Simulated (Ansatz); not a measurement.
One crystal and one scan (frozen-phonon scan) at two levels, PBE (plane waves to 420 eV, PAW, scalar-relativistic; Ansatz, a quantum-chemistry and plane-wave program) and r2SCAN (plane waves to 500 eV, PAW, scalar-relativistic; Ansatz), each from its own relaxed cell and on its own mesh. The cell shown is that of PBE.

Starting cell, ZnO (wurtzite):

```
CELL_PARAMETERS angstrom
      6.55919     0.00000     0.00000
     -1.63980     2.84021     0.00000
      0.00000     0.00000     5.29330
ATOMIC_POSITIONS crystal
  Zn 0.33333 0.33333 0.00215
  Zn 0.83333 0.33333 0.00215
  Zn 0.16667 0.66667 0.50215
  Zn 0.66667 0.66667 0.50215
  O  0.33333 0.33333 0.62305
  O  0.83333 0.33333 0.62305
  O  0.16667 0.66667 0.12305
  O  0.66667 0.66667 0.12305
```

The atoms are displaced by Q × the pattern below (from a DFPT mode at M = (0.5, 0.0, 0.0), largest move 1; Q in Å), at fixed cell. (q is in reciprocal vectors of the primitive cell; the cell shown is doubled to hold the pattern.)

```csv
atom,x,y,z
Zn1,0.789,0.456,-0.411
Zn2,-0.789,-0.456,0.411
Zn3,0.789,0.456,0.411
Zn4,-0.789,-0.456,-0.411
O5,0.069,0.040,0.122
O6,-0.069,-0.040,-0.122
O7,0.069,0.040,-0.122
O8,-0.069,-0.040,0.122
```

ZnO was relaxed with its symmetry unable to fall. Percentages come from the unrounded values. Both scans cover Q from -0.280 to 0.280 Å.

```csv
quantity,PBE,r2SCAN,PBE − r2SCAN
Lattice constant a (Å),3.280,3.235,+0.045 (+1.4 %)
Lattice constant c (Å),5.293,5.211,+0.082 (+1.6 %)
Relaxed volume (Å³/atom),12.33,11.81,+0.52 (+4.4 %)
"Band gap of the relaxed cell, no spin-orbit coupling (eV)",0.74,1.24,-0.50 (-40 %)
Energy at Q = 0.280 Å (meV/cell),2171,2447,-276 (-11 %)
Harmonic wavenumber from the curvature (finite differences) (cm⁻¹ (negative: imaginary)),241,256,-15 (-6 %)
```

PBE gives the higher value for: lattice constant a; lattice constant c; relaxed volume. PBE gives the lower value for: band gap of the relaxed cell, no spin-orbit coupling; energy at Q = 0.280 Å; harmonic wavenumber from the curvature. Both give the same space group of the distorted cell: Pmc2_1 (No. 26), lowered from P6_3mc.

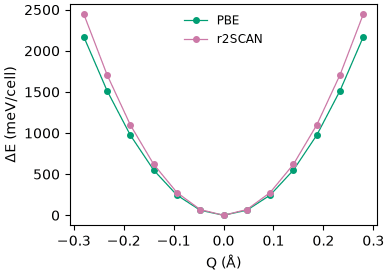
*ΔE, each from the undisplaced structure of its own level.*

(For displaced atoms, the force is minus the slope of the energy, and its curvature is a force constant, which sets phonon frequencies.)
